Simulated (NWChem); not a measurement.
# Si2H6 (SMILES [SiH3][SiH3]): CAM-B3LYP/SBKJC-VDZ (core potential)

What is the vertical ionisation energy of Si2H6 at CAM-B3LYP/SBKJC-VDZ (core potential)? 

Program for the calculation: NWChem 7.3.0.

### 1 The system as given

The species is Si2H6 (8 atoms), meant as a singlet with charge 0. SMILES: `[SiH3][SiH3]`. The coordinates come from a PBE0-D4/def2-TZVP relaxation.

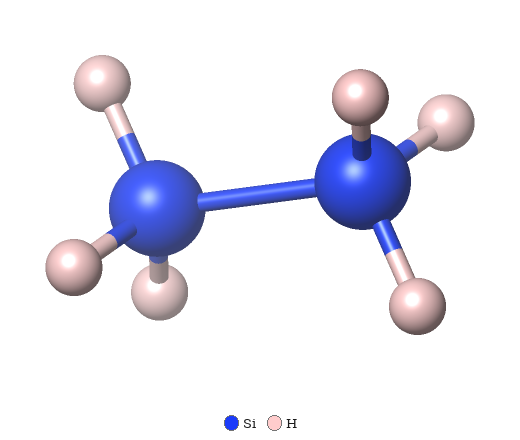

Viewed from a chosen angle; silicon blue, hydrogen pink.

### 2 A single-point energy at CAM-B3LYP/SBKJC-VDZ (core potential)

test.nw reads:

```
start test
title "H6Si2 energy"
memory stack 880 mb heap 220 mb global 1100 mb
geometry units angstrom noautosym nocenter noautoz
  Si    -0.340500     0.490200    -1.004900
  Si     0.363500    -0.504400     0.991000
  H      0.833900     0.948200    -1.794900
  H     -1.112900    -0.483900    -1.821900
  H     -1.208000     1.664100    -0.717900
  H      1.139000     0.468600     1.806300
  H      1.228100    -1.680500     0.704000
  H     -0.811000    -0.959200     1.782600
end
basis spherical bse
  * library SBKJC-VDZ
end
ecp bse
  Si library SBKJC-VDZ
end
dft
  xc xcamb88 1.00 lyp 0.81 vwn_5 0.19 hfexch 1.00
  cam 0.33 cam_alpha 0.19 cam_beta 0.46
  grid fine
  convergence energy 1e-08
  direct
  iterations 100
  mulliken
  print low
end
task dft energy
```

Started as:

```bash
$ nwchem test.nw > test.out
```

Log:

```text
[...]
 d= 0,ls=0.0,diis     1    -11.2054207282 -2.99D+01  1.05D-02  4.72D-02     0.8
[...]
 d= 0,ls=0.0,diis     6    -11.2170673062 -3.19D-10  2.34D-07  7.92D-12     3.6
         Total DFT energy =      -11.217067306189
      One electron energy =      -51.675644543605
           Coulomb energy =       26.138032589439
    Exchange-Corr. energy =       -4.382313491303
 Nuclear repulsion energy =       18.702858139280
[...]
      Total Density - Mulliken Population Analysis
     ---------------------------------------------
    Atom       Charge   Shell Charges
 -----------   ------   -------------------------------------------------------
    1 Si   4     3.78   1.21  2.26  0.05  0.26
    2 Si   4     3.78   1.21  2.26  0.05  0.26
    3 H    1     1.07   0.43  0.65
    4 H    1     1.07   0.43  0.65
    5 H    1     1.07   0.43  0.65
    6 H    1     1.07   0.43  0.65
    7 H    1     1.07   0.43  0.65
    8 H    1     1.07   0.43  0.65
[...]
```

Wall time 4.2 s (1 thread of Intel Xeon Platinum 8488C (Sapphire Rapids), shared host); peak memory 0.12 GiB.

### 3 The doublet cation, same level

work.nw reads:

```
start work
title "H6Si2"
memory 2200 mb
charge 1

geometry units angstrom noautosym nocenter noautoz
  Si      -0.340500       0.490200      -1.004900
  Si       0.363500      -0.504400       0.991000
  H        0.833900       0.948200      -1.794900
  H       -1.112900      -0.483900      -1.821900
  H       -1.208000       1.664100      -0.717900
  H        1.139000       0.468600       1.806300
  H        1.228100      -1.680500       0.704000
  H       -0.811000      -0.959200       1.782600
end

basis spherical bse
  * library SBKJC-VDZ
end

ecp bse
  Si library SBKJC-VDZ
end

dft
  xc xcamb88 1.00 lyp 0.81 vwn_5 0.19 hfexch 1.00
  cam 0.33 cam_alpha 0.19 cam_beta 0.46
  mult 2
  grid fine
  convergence energy 1e-08
  direct
  maxiter 100
  mulliken
  noprint "final vectors analysis"
end

task dft energy
```

Started as:

```bash
$ nwchem work.nw > work.out
```

Log:

```text
[...]
          Wavefunction type:  spin polarized.
          No. of atoms     :     8
          No. of electrons :    13
[...]
          Charge           :     1
          Spin multiplicity:     2
[...]
          AO basis - number of functions:    28
[...]
              XC Information
              --------------
                     Hartree-Fock (Exact) Exchange  1.000
                   CAM-Becke88 Exchange Functional  1.000
                      VWN V Correlation Functional  0.190 local
              Lee-Yang-Parr Correlation Functional  0.810
[...]
 d= 0,ls=0.0,diis     1    -10.8110381930 -2.95D+01  6.88D-03  1.69D-02     1.0
[...]
 d= 0,ls=0.0,diis     7    -10.8255658491 -1.63D-09  8.62D-07  4.00D-11     5.3
[...]
         Total DFT energy =      -10.825565849148
      One electron energy =      -48.330883182124
           Coulomb energy =       22.868472505285
    Exchange-Corr. energy =       -4.066013311588
 Nuclear repulsion energy =       18.702858139280
[...]
      Total Density - Mulliken Population Analysis
     ---------------------------------------------
    Atom       Charge   Shell Charges
 -----------   ------   -------------------------------------------------------
    1 Si   4     3.63   1.26  2.20  0.13  0.04
    2 Si   4     3.63   1.26  2.20  0.13  0.04
    3 H    1     0.96   0.41  0.55
    4 H    1     0.96   0.41  0.55
    5 H    1     0.96   0.41  0.55
    6 H    1     0.96   0.41  0.55
    7 H    1     0.96   0.41  0.55
    8 H    1     0.96   0.41  0.55
[...]
      <S2> =      0.7516 (Exact =     0.7500)
[...]
```

Run time: 6 s. Hardware: 1 thread of Intel Xeon Platinum 8488C (Sapphire Rapids), shared host; peak memory 0.12 GiB.

### 4 Results

At CAM-B3LYP/SBKJC-VDZ (core potential):

| quantity | value |
| --- | --- |
| singlet Si2H6: total energy | -11.21707 Eh |
| doublet cation: total energy | -10.82557 Eh |
| doublet cation: ⟨S²⟩ | 0.752 |
| vertical ionisation energy (to the doublet cation) | 10.653 eV |

The vertical ionisation energy comes to 10.65 eV (246 kcal/mol). Mulliken charges (doublet cation) run from +0.04 on H3 to +0.37 on Si1; they depend strongly on the basis.
